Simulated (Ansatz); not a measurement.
## Redistribution: C2HF5 + CHBrClF → C2H2F4 + CBrClF2

Gas-phase species: C2HF5 (pentafluoroethane) `FC(F)C(F)(F)F`, singlet; CHBrClF (bromochlorofluoromethane) `FC(Cl)Br`, singlet; C2H2F4 `FC(F)C(F)F`, singlet; CBrClF2 `FC(F)(Cl)Br`, singlet. The partners trade F for H; both sit on C, so the bond types are kept.

Shapes, held fixed at every level: PBE0-D4/def2-TZVP. Flexible molecules stand in one conformer, not always the lowest. Programs: Ansatz 0.2.0. The zero-point and thermal change to 298 K, harmonic and unscaled (PBE0-D4/def2-TZVP), is -0.4 kJ/mol.

| level | kind | ΔH(298 K) (kJ/mol) | less CCSD(T)/def2-TZVPP |
| --- | --- | --- | --- |
| HF/def2-SVP | Hartree–Fock | +40.4 | +8.1 |
| PBE-D4/def2-TZVPP | GGA | +25.4 | -6.9 |
| B3LYP-D4/def2-TZVPP | global hybrid | +27.1 | -5.2 |
| r2SCAN0-D4/def2-TZVPP | global hybrid | +32.1 | -0.2 |
| wB97X-V/def2-TZVPP | range-separated hybrid | +28.7 | -3.6 |
| CCSD/def2-SVP | coupled cluster or CI | +34.2 | +1.9 |
| CCSD(T)/def2-TZVPP | coupled cluster or CI | +32.3 | 0.0 |

The highest level, CCSD(T)/def2-TZVPP, gives ΔH(298 K) = +32.3 kJ/mol; the levels span +25.4 to +40.4. The column of differences is taken from that level and isn't an error. No measured value is set beside it here. Relativity is left out for Br. Outer-core shells of Br are correlated, in sets that cover them unevenly.

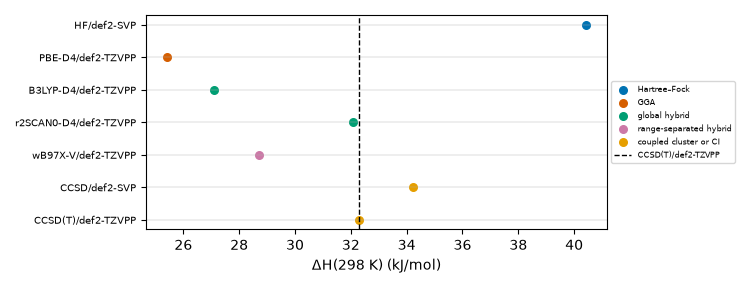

The values of the table, level by level.
